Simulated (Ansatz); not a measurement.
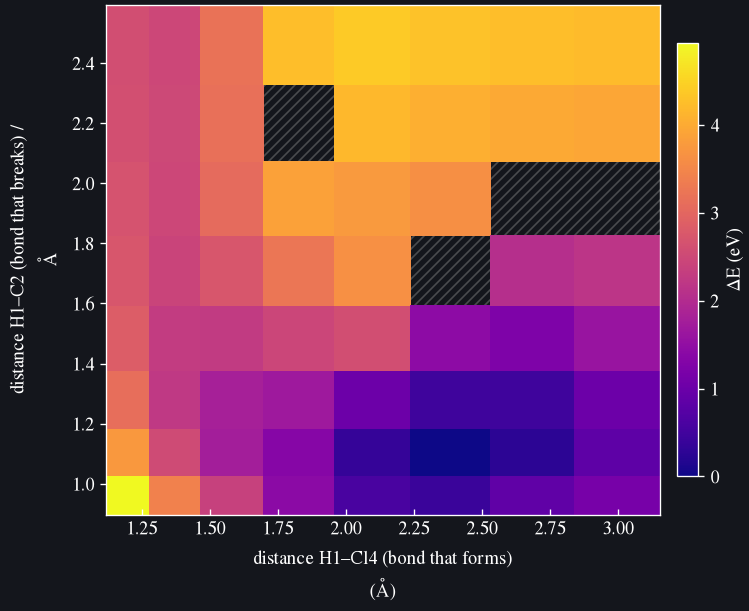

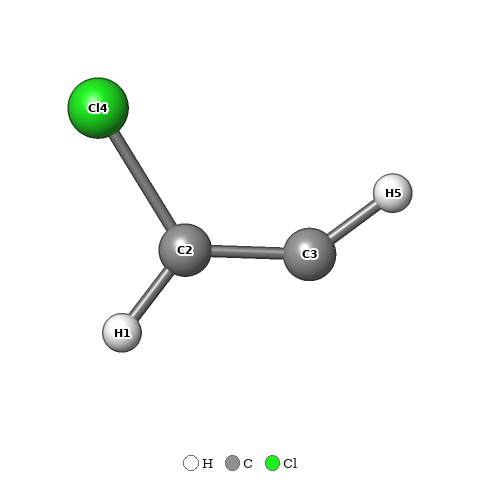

Energy landscape of the reacting system C₂H₂Cl (fragments C₂H₂Cl where the first distance is long, ClH + C₂H where the second is long), spin multiplicity 2. The first coordinate is: distance H1–Cl4 (bond that forms); the second: distance H1–C2 (bond that breaks). Relaxed at each point: all other coordinates. The scan uses an 8 × 8 grid. At 4 points there is no value. Points are written as (first, second). All energies are given in eV relative to the lowest grid point. Energies and slopes of some neighbouring points disagree (a jump in structure or state, or too coarse a mesh). These are results of UKS r2SCAN-D4/def2-SVP (Ansatz), not measurements.

Drawn: one coloured cell a grid point, hatched blanks where no value was computed. The second picture is the structure at the lowest point.

**Describe this landscape.**

The lowest grid point is at (2.379 Å, 1.095 Å). The highest grid point, (1.197 Å, 0.963 Å), lies 4.93 eV above the lowest.

The whole map (60 points run) took 36 min on 1 thread of Arm Neoverse V2, with other jobs on the host.
